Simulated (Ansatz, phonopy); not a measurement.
# How KBr (Fm-3m) expands on warming, part 2 of 4

Wanted: α(T), C_P(T) and B(T) of KBr in the quasi-harmonic approximation.

What experiment has found for this phase:
- volume expansion coefficient 116.1 1e-6/K and heat capacity C_P per formula unit 52.3 J/mol/K near room temperature (given in “High-Throughput Prediction of Finite-Temperature Properties using the Quasi-Harmonic Approximation”, 2016, arXiv:1603.06924)
- volume expansion coefficient 117.6 1e-6/K near room temperature (given in “Descriptors for thermal expansion in solids”, 2017, arXiv:1701.03966)

Ansatz 0.2.0; DFT LDA, scalar-relativistic, plane waves, PAW.

So far. Step 5 (Relaxing to small residual forces and stress): The residual pressure is 1.8e-4 GPa, small enough for phonons. Step 6 (Relaxing at another setting): The residual pressure is 3.8e-4 GPa, small enough for phonons.

### Step 7. The quasi-harmonic study, cutoff 550 eV, k-mesh 8×8×8

Thermal expansion follows from how the free energy of the vibrations (and of the electrons in a metal) changes with strain, so the program makes strained cells, their phonons and a fit in one run.

The input, input.yaml:

```yaml
crystal:
  lattice:
    - [0.0, 3.1857844804, 3.1857844804]
    - [3.1857844804, 0.0, 3.1857844804]
    - [3.1857844804, 3.1857844804, 0.0]
  atoms:
    - { symbol: K, position: [0.0, 0.0, 0.0] }
    - { symbol: Br, position: [0.5, 0.5, 0.5] }
kpoints:
  mp_grid: { grid: [8, 8, 8] }
hamiltonian:
  xc: lda
scf:
  occupations: { method: fixed }
output:
  eigenvalues: true
basis:
  ecutwfc: 550.0
phonons:
  method: dfpt
  qmesh: [4, 4, 4]
  temperatures: { t_max: 500.0, t_step: 25 }
  thermal_expansion: {}
```

Started as:

```console
ansatz run input.yaml --threads 4 --pin off --max-ram 16384MiB --backend cpu --events-out ev --progress --plain --runs-dir out
```

Numbers of over 12 decimals in the logs are rounded to 6 here.

What it wrote:

```text
[...]
Crystal: 2 atoms, lattice volume = 64.666 Å³
Basis set: ecut = 550 eV, 1917 PW (Γ), exchange–correlation on 72×72×72 points (8 copies of the dense FFT grid, shifted against one another)
Bands: 12, of which v1, the nominal top of the filled ones, is band 8 counted from 1 (7 counted from 0)
Symmetry: 48 space group operations
[...]
k-points: 29 of 512
[...]
SCF iter   1: F=—  HF=-4193.642861 eV  |F-HF|=—  |Δ(HF+E_count)|=         —  Δρ=5.06e-3  dr2=9.65e-3  ethr=1.77e-3  ⟨swp⟩=5.3  Hψ=1930  notcnv=0  defer=52
[...]
SCF iter   9: F=-4193.639628 eV  HF=-4193.639628 eV  |F-HF|=2.73e-12  |Δ(HF+E_count)|=  4.73e-11  Δρ=4.22e-8  dr2=1.13e-12  ethr=1.00e-12  ⟨swp⟩=8.7  Hψ=2368  notcnv=0
SCF 1 converged in 9 iterations: F = -4193.639628 eV  dr2 = 1.13e-12
[...]
relax step   1: F+E_penalty+E_count = -4193.63962815 eV  Δ(F+E_penalty+E_count) = +0.000e0 eV  max|allowed force component| = 2.498e-29 eV/Å  Δτ_max = 0.0000 Å  (9 SCF iters, accepted)
SCF converged after 9 iterations
Free energy (F): -4193.639628 eV
[...]
Internal energy: -4193.639628 eV  (E = F + TS)
E sigma→0 (E₀):  -4193.639628 eV
Fermi energy:    1.555244 eV
[...]
--- Stress (GPa, compression-positive) ---
        0.000376      -0.000000      -0.000000
       -0.000000       0.000376       0.000000
        0.000000       0.000000       0.000376
  P = ⅓ Tr σ = 0.0004 GPa (0.004 kbar)
--- Band table (eV; the first three rows and the last of 29) ---
  k-point 0: bands = [... 4 lower, -9.3906, 1.5552, 1.5552, 1.5552, 5.8763, 8.9073, 8.9073, 8.9073]
  k-point 1: bands = [... 4 lower, -9.3446, 1.2639, 1.4826, 1.4826, 6.3313, 8.8029, 9.1143, 9.1143]
  k-point 2: bands = [... 4 lower, -9.2390, 0.6991, 1.3169, 1.3169, 7.2462, 8.8658, 9.6919, 9.6919]
  k-point 28: bands = [... 4 lower, -9.2807, 0.8488, 0.8488, 0.8636, 8.7524, 8.7524, 9.9289, 10.7141]
── thermal expansion: 3 new cells, 3 in all ──
thermal expansion: relaxation of cell 2
thermal expansion: relaxation of cell 3
── thermal expansion: 2 new cells, 5 in all ──
thermal expansion: relaxation of cell 4
thermal expansion: lower-state search of cell 4
thermal expansion: phonons of cell 4
thermal expansion: relaxation of cell 5
thermal expansion: phonons of cell 5
── thermal expansion: 6 new cells, 11 in all ──
thermal expansion: relaxation of cell 6
thermal expansion: relaxation of cell 7
thermal expansion: relaxation of cell 8
thermal expansion: relaxation of cell 9
thermal expansion: relaxation of cell 10
thermal expansion: relaxation of cell 11
thermal expansion: phonons of cell 6
thermal expansion: phonons of cell 7
thermal expansion: phonons of cell 8
--- Relaxed structure (1 steps of the walk, 1 accepted, 0 SCFs on fresh bases) ---
  F+E_penalty+E_count = -4193.63962815 eV   max|allowed force component| = 2.498e-29 eV/Å
  atoms:
    - { symbol: K, position: [0.0, 0.0, 0.0] }
    - { symbol: Br, position: [0.500000, 0.500000, 0.500000] }
--- Thermal expansion: 11 cells in 3 rounds, 0 GPa ---
  no lower state was reached at cell 4
  without vibrations: a 4.50541, b 4.50541, c 4.50541 Å, V 64.6677 Å³, B 20.27 GPa
  at 0 K: a 4.51728, b 4.51728, c 4.51728 Å, V 65.1801 Å³, B 19.74 GPa
  zero-point expansion: a +0.263, b +0.263, c +0.263, V +0.792 %
      T/K        a/Å        b/Å        c/Å       V/Å³ | expansion of a, b, c, V (1e-6/K)   | that of V in the mean from 25 °C | C_P, C_V (J/mol K of the cell) | B_T, B_S (GPa)
     0.00    4.51728    4.51728    4.51728    65.1801 |    0.00    0.00    0.00    0.00 |   80.42 |     0.000     0.000 |    19.74    19.74
    50.00    4.51842    4.51842    4.51842    65.2295 |   15.08   15.08   15.08   45.23 |   93.64 |    27.549    27.470 |    19.58    19.64
   100.00    4.52346    4.52346    4.52346    65.4483 |   27.26   27.26   27.26   81.78 |  100.74 |    42.458    41.955 |    19.09    19.32
   150.00    4.53021    4.53021    4.53021    65.7415 |   31.78   31.78   31.78   95.34 |  105.11 |    47.129    46.129 |    18.53    18.93
   200.00    4.53773    4.53773    4.53773    66.0693 |   34.40   34.40   34.40  103.19 |  108.63 |    49.271    47.750 |    17.95    18.52
   250.00    4.54578    4.54578    4.54578    66.4216 |   36.46   36.46   36.46  109.39 |  111.88 |    50.603    48.527 |    17.35    18.10
   298.15    4.55397    4.55397    4.55397    66.7814 |   38.32   38.32   38.32  114.97 |       - |    51.599    48.943 |    16.76    17.67
   325.00    4.55872    4.55872    4.55872    66.9906 |   39.37   39.37   39.37  118.10 |  116.71 |    52.103    49.099 |    16.42    17.43
   375.00    4.56793    4.56793    4.56793    67.3975 |   41.39   41.39   41.39  124.18 |  120.06 |    53.010    49.306 |    15.78    16.97
   425.00    4.57764    4.57764    4.57764    67.8283 |   43.59   43.59   43.59  130.76 |  123.58 |    53.934    49.444 |    15.12    16.50
   475.00    4.58790    4.58790    4.58790    68.2854 |   46.02   46.02   46.02  138.06 |  127.35 |    54.919    49.540 |    14.45    16.01
   500.00    4.59326    4.59326    4.59326    68.5249 |   47.35   47.35   47.35  142.05 |  129.34 |    55.448    49.578 |    14.10    15.77
  the static fit leaves 0.000 meV an atom of the energies and, of the stresses, 0.000 GPa of each cell's largest along a strain (root mean squares over the cells), whose Pulay part it has at -0.002 GPa
  vibrations' free energy: its fit leaves 0.0002 meV an atom at the most
  the electrons' free energy at temperature is not in it: every band gap is over 0.52 eV
  free energies summed between the sampled wave vectors
  estimated error of the fitted expansion in any direction: up to 0.117e-6/K, at 500 K (an estimate, not a bound: it was exceeded on models of known expansion)
  by sums over the sampled wave vectors an expansion of the volume parts by up to 1.36e-6/K
  by a static energy of one degree less an expansion of the volume parts by up to 0.43e-6/K
  band gaps on the cells' k-points are 4.051 to 4.411 eV
```

It took 13 min on 4 threads of Intel Xeon Platinum 8259CL at 2.50GHz (Skylake/Cascade Lake), shared host; peak memory 1.6 GiB; 49 min of CPU time.

This step gave:

- pressure: 3.76e-4 GPa
- volume expansion coefficient at 298 K: 115.0 1e-6/K
- C_P at 298 K: 25.80 J/mol-atom/K
- entropy at 298 K: 47.09 J/mol-atom/K
- isothermal bulk modulus at 298 K: 16.76 GPa
- Grüneisen parameter at 298 K: 1.583
- volume at 298 K: 33.39 Å³/atom
- principal linear expansion coefficients at 298 K: 38.32, 38.32, 38.32 1e-6/K

Strained cells of the study; zero-point energy where phonons were solved; the pressures are stresses at a fixed cutoff and can carry an offset from the finite basis. Expansion cells, by row:

| cell | \|a\| (Å) | \|b\| (Å) | \|c\| (Å) | V (Å³/atom) | E - E_lowest (meV/atom) | pressure, compression positive (GPa) | gap (eV) | zero-point energy (meV/atom) |
| --- | --- | --- | --- | --- | --- | --- | --- | --- |
| 1 | 4.505 | 4.505 | 4.505 | 32.33 | 0 | -0.002 | 4.321 | - |
| 2 | 4.541 | 4.541 | 4.541 | 33.12 | 1.139 | -0.458 | 4.251 | - |
| 3 | 4.47 | 4.47 | 4.47 | 31.57 | 1.199 | 0.512 | 4.393 | - |
| 4 | 4.506 | 4.506 | 4.506 | 32.34 | 0 | -0.008 | 4.32 | 18.38 |
| 5 | 4.528 | 4.528 | 4.528 | 32.83 | 0.469 | -0.3 | 4.276 | 17.9 |
| 6 | 4.561 | 4.561 | 4.561 | 33.55 | 2.69 | -0.685 | 4.214 | 17.21 |
| 7 | 4.589 | 4.589 | 4.589 | 34.17 | 5.913 | -0.978 | 4.163 | 16.64 |
| 8 | 4.617 | 4.617 | 4.617 | 34.8 | 10.3 | -1.243 | 4.114 | 16.08 |
| 9 | 4.461 | 4.461 | 4.461 | 31.39 | 1.851 | 0.644 | 4.411 | - |
| 10 | 4.483 | 4.483 | 4.483 | 31.86 | 0.447 | 0.306 | 4.365 | - |
| 11 | 4.654 | 4.654 | 4.654 | 35.65 | 17.65 | -1.551 | 4.051 | - |

Quasi-harmonic; a, b, c are the run's own cell vectors. Expansion, by row:

| T (K) | a (Å) | b (Å) | c (Å) | alpha (deg) | beta (deg) | gamma (deg) | cell volume (Å³/cell) | alpha_a (1e-6/K) | alpha_b (1e-6/K) | alpha_c (1e-6/K) | alpha_V (1e-6/K) | C_P (J/mol-atom/K) | C_V (J/mol-atom/K) | S (J/mol-atom/K) | B_T (GPa) | B_S (GPa) | Grueneisen | extrapolation | fit error (1e-6/K) |
| --- | --- | --- | --- | --- | --- | --- | --- | --- | --- | --- | --- | --- | --- | --- | --- | --- | --- | --- | --- |
| 0 | 4.517 | 4.517 | 4.517 | 60 | 60 | 60 | 65.18 | 0 | 0 | 0 | 0 | 0 | 0 | 0 | 19.74 | 19.74 | - | 0 | 0 |
| 25 | 4.517 | 4.517 | 4.517 | 60 | 60 | 60 | 65.18 | 3.49 | 3.49 | 3.49 | 10.47 | 5.169 | 5.168 | 2.163 | 19.72 | 19.73 | 0.785 | 0 | 0 |
| 50 | 4.518 | 4.518 | 4.518 | 60 | 60 | 60 | 65.23 | 15.08 | 15.08 | 15.08 | 45.23 | 13.78 | 13.73 | 8.565 | 19.58 | 19.64 | 1.266 | 0 | 0.01 |
| 75 | 4.521 | 4.521 | 4.521 | 60 | 60 | 60 | 65.32 | 22.89 | 22.89 | 22.89 | 68.68 | 18.68 | 18.55 | 15.19 | 19.35 | 19.49 | 1.409 | 0 | 0.01 |
| 100 | 4.523 | 4.523 | 4.523 | 60 | 60 | 60 | 65.45 | 27.26 | 27.26 | 27.26 | 81.78 | 21.23 | 20.98 | 20.95 | 19.09 | 19.32 | 1.467 | 0 | 0.02 |
| 125 | 4.527 | 4.527 | 4.527 | 60 | 60 | 60 | 65.59 | 29.93 | 29.93 | 29.93 | 89.8 | 22.67 | 22.29 | 25.86 | 18.81 | 19.13 | 1.497 | 0 | 0.03 |
| 150 | 4.53 | 4.53 | 4.53 | 60 | 60 | 60 | 65.74 | 31.78 | 31.78 | 31.78 | 95.34 | 23.57 | 23.06 | 30.07 | 18.53 | 18.93 | 1.516 | 0 | 0.03 |
| 175 | 4.534 | 4.534 | 4.534 | 60 | 60 | 60 | 65.9 | 33.2 | 33.2 | 33.2 | 99.61 | 24.18 | 23.55 | 33.75 | 18.24 | 18.73 | 1.531 | 0 | 0.03 |
| 200 | 4.538 | 4.538 | 4.538 | 60 | 60 | 60 | 66.07 | 34.4 | 34.4 | 34.4 | 103.2 | 24.64 | 23.88 | 37.01 | 17.95 | 18.52 | 1.543 | 0 | 0.03 |
| 225 | 4.542 | 4.542 | 4.542 | 60 | 60 | 60 | 66.24 | 35.46 | 35.46 | 35.46 | 106.4 | 25 | 24.1 | 39.94 | 17.65 | 18.31 | 1.554 | 0 | 0.03 |
| 250 | 4.546 | 4.546 | 4.546 | 60 | 60 | 60 | 66.42 | 36.46 | 36.46 | 36.46 | 109.4 | 25.3 | 24.26 | 42.59 | 17.35 | 18.1 | 1.565 | 0 | 0.04 |
| 275 | 4.55 | 4.55 | 4.55 | 60 | 60 | 60 | 66.61 | 37.43 | 37.43 | 37.43 | 112.3 | 25.57 | 24.39 | 45.01 | 17.05 | 17.88 | 1.574 | 0 | 0.05 |
| 298.1 | 4.554 | 4.554 | 4.554 | 60 | 60 | 60 | 66.78 | 38.32 | 38.32 | 38.32 | 115 | 25.8 | 24.47 | 47.09 | 16.76 | 17.67 | 1.583 | 0 | 0.06 |
| 300 | 4.554 | 4.554 | 4.554 | 60 | 60 | 60 | 66.8 | 38.39 | 38.39 | 38.39 | 115.2 | 25.82 | 24.48 | 47.25 | 16.74 | 17.65 | 1.584 | 0 | 0.06 |
| 325 | 4.559 | 4.559 | 4.559 | 60 | 60 | 60 | 66.99 | 39.37 | 39.37 | 39.37 | 118.1 | 26.05 | 24.55 | 49.32 | 16.42 | 17.43 | 1.594 | 0 | 0.07 |
| 350 | 4.563 | 4.563 | 4.563 | 60 | 60 | 60 | 67.19 | 40.36 | 40.36 | 40.36 | 121.1 | 26.28 | 24.61 | 51.26 | 16.11 | 17.2 | 1.604 | 0 | 0.08 |
| 375 | 4.568 | 4.568 | 4.568 | 60 | 60 | 60 | 67.4 | 41.39 | 41.39 | 41.39 | 124.2 | 26.5 | 24.65 | 53.08 | 15.78 | 16.97 | 1.613 | 0 | 0.08 |
| 400 | 4.573 | 4.573 | 4.573 | 60 | 60 | 60 | 67.61 | 42.46 | 42.46 | 42.46 | 127.4 | 26.73 | 24.69 | 54.8 | 15.46 | 16.74 | 1.624 | 0 | 0.08 |
| 425 | 4.578 | 4.578 | 4.578 | 60 | 60 | 60 | 67.83 | 43.59 | 43.59 | 43.59 | 130.8 | 26.97 | 24.72 | 56.43 | 15.12 | 16.5 | 1.634 | 0 | 0.08 |
| 450 | 4.583 | 4.583 | 4.583 | 60 | 60 | 60 | 68.05 | 44.77 | 44.77 | 44.77 | 134.3 | 27.21 | 24.75 | 57.98 | 14.79 | 16.26 | 1.645 | 0 | 0.06 |
| 475 | 4.588 | 4.588 | 4.588 | 60 | 60 | 60 | 68.29 | 46.02 | 46.02 | 46.02 | 138.1 | 27.46 | 24.77 | 59.45 | 14.45 | 16.01 | 1.656 | 0 | 0.06 |
| 500 | 4.593 | 4.593 | 4.593 | 60 | 60 | 60 | 68.52 | 47.35 | 47.35 | 47.35 | 142.1 | 27.72 | 24.79 | 60.87 | 14.1 | 15.77 | 1.667 | 0 | 0.12 |

Table of expansion coefficient by temperature; values in 1e-6/K:

| temperature (K) | volume | principal 1 |
| --- | --- | --- |
| 0 | 0 | 0 |
| 25 | 10.5 | 3.49 |
| 50 | 45.2 | 15.1 |
| 75 | 68.7 | 22.9 |
| 100 | 81.8 | 27.3 |
| 125 | 89.8 | 29.9 |
| 150 | 95.3 | 31.8 |
| 175 | 99.6 | 33.2 |
| 200 | 103 | 34.4 |
| 225 | 106 | 35.5 |
| 250 | 109 | 36.5 |
| 275 | 112 | 37.4 |
| 298 | 115 | 38.3 |
| 300 | 115 | 38.4 |
| 325 | 118 | 39.4 |
| 350 | 121 | 40.4 |
| 375 | 124 | 41.4 |
| 400 | 127 | 42.5 |
| 425 | 131 | 43.6 |
| 450 | 134 | 44.8 |
| 475 | 138 | 46.0 |
| 500 | 142 | 47.4 |

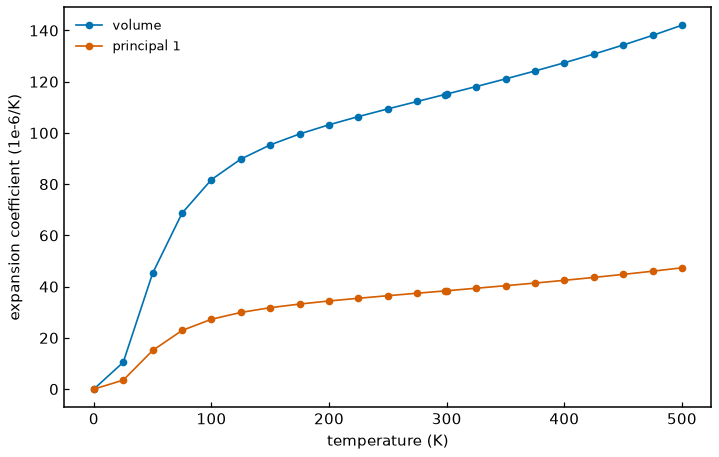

Expansion coefficient, plotted against temperature.

At 298 K the volume expansion is 115 × 10⁻⁶/K and B_T is 16.8 GPa.

### Step 8. Quasi-harmonic fit by phonopy

This step: DFT LDA, scalar-relativistic, plane waves, PAW (phonopy 4.10.0).

This step gave:

```yaml
volume_expansion_coefficient_at_300_k: 115.2 1e-6/K
isothermal_bulk_modulus_at_300_k: 16.74 GPa
c_p_at_300_k: 25.84 J/mol-atom/K
grueneisen_parameter_at_300_k: 1.584
```

Energy (each curve on its own zero) against volume; values in meV/atom:

| volume (Å³/atom) | static | F at 0 K | F at 300 K | F at 500 K |
| --- | --- | --- | --- | --- |
| 32.343 | 0 | 1.13 | 4.51 | 7.41 |
| 32.831 | 0.47 | 1.12 | 3.17 | 4.91 |
| 33.551 | 2.69 | 2.66 | 2.68 | 2.68 |
| 34.171 | 5.91 | 5.31 | 3.54 | 2.01 |
| 34.803 | 10.3 | 9.13 | 5.47 | 2.36 |

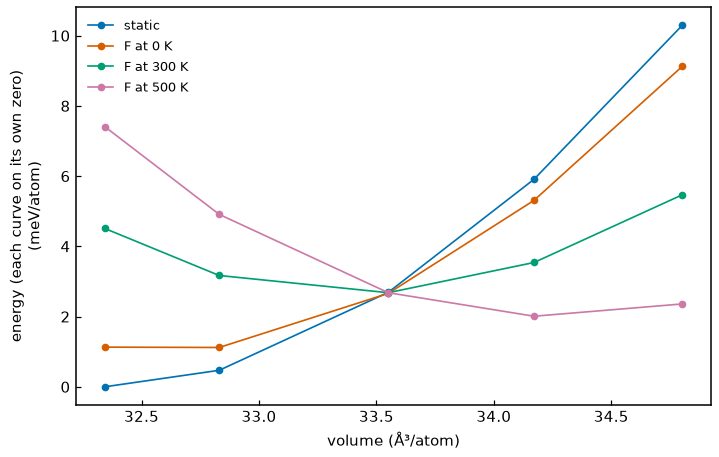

Energy (each curve on its own zero) against volume.

Phonopy-qha, vinet fit of F(V) at each temperature. Qha vinet, by row:

| T (K) | fitted volume (Å³/atom) | alpha_V (1e-6/K) | B_T (GPa) | C_P (J/mol-atom/K) | Grueneisen |
| --- | --- | --- | --- | --- | --- |
| 75 | 32.66 | 67.01 | 19.34 | 18.64 | 1.374 |
| 100 | 32.72 | 80.99 | 19.08 | 21.28 | 1.452 |
| 125 | 32.79 | 89.42 | 18.81 | 22.74 | 1.49 |
| 150 | 32.87 | 95.15 | 18.53 | 23.63 | 1.513 |
| 175 | 32.95 | 99.51 | 18.24 | 24.24 | 1.529 |
| 200 | 33.03 | 103.1 | 17.95 | 24.68 | 1.543 |
| 225 | 33.12 | 106.4 | 17.65 | 25.04 | 1.554 |
| 250 | 33.21 | 109.4 | 17.35 | 25.34 | 1.564 |
| 275 | 33.3 | 112.3 | 17.05 | 25.6 | 1.574 |
| 300 | 33.4 | 115.2 | 16.74 | 25.84 | 1.584 |
| 325 | 33.5 | 118.1 | 16.42 | 26.07 | 1.594 |
| 350 | 33.6 | 121.1 | 16.11 | 26.3 | 1.604 |
| 375 | 33.7 | 124.2 | 15.78 | 26.52 | 1.614 |
| 400 | 33.8 | 127.4 | 15.46 | 26.75 | 1.624 |
| 425 | 33.91 | 130.8 | 15.12 | 26.98 | 1.634 |
| 450 | 34.03 | 134.4 | 14.79 | 27.22 | 1.645 |
| 475 | 34.14 | 138.1 | 14.45 | 27.47 | 1.656 |

Volume expansion coefficient against temperature; values in 1e-6/K:

| temperature (K) | phonopy-qha, Vinet | Ansatz's own study |
| --- | --- | --- |
| 75 | 67.0 | 68.7 |
| 100 | 81.0 | 81.8 |
| 125 | 89.4 | 89.8 |
| 150 | 95.2 | 95.3 |
| 175 | 99.5 | 99.6 |
| 200 | 103 | 103 |
| 225 | 106 | 106 |
| 250 | 109 | 109 |
| 275 | 112 | 112 |
| 300 | 115 | 115 |
| 325 | 118 | 118 |
| 350 | 121 | 121 |
| 375 | 124 | 124 |
| 400 | 127 | 127 |
| 425 | 131 | 131 |
| 450 | 134 | 134 |
| 475 | 138 | 138 |

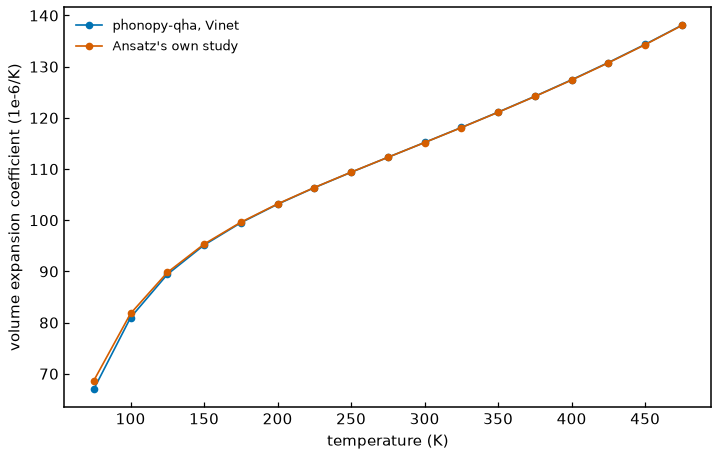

Volume expansion coefficient, plotted against temperature.

The fit gives a volume expansion of 115 × 10⁻⁶/K at 300 K, against 115 at 298 K from the study itself, whose static fit uses more cells.

[end of part 2 of 4]

[Logs are printed without paths, hosts, clocks, repeated set-up lines and the standing remarks that a program may print on its own settings, such as how far it seeks lower states.]

[Hosts, paths, dates, database ids (printed as entryN), source tags and the programs' standing remarks are cut or masked in the printed files.]

[A step with changed settings may run another functional than the one named; its input shows which.]
